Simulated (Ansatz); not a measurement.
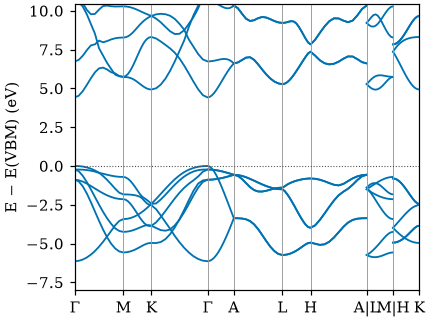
Fig. 1. Band structure from LDA in the plane-wave PAW code Ansatz

Problem. Read off the gap and where the band edges lie.

Solution. About 4.4 eV (4.42 eV by a search for the band edges); maximum at Γ, minimum at Γ.

The material is AlN (wurtzite, space group No. 186).

Space group P6_3mc (wurtzite). Symmetry was held in the LDA relaxation; phonons on a q-mesh show no instability.

Potentials: the later of the program's two PAW sets.
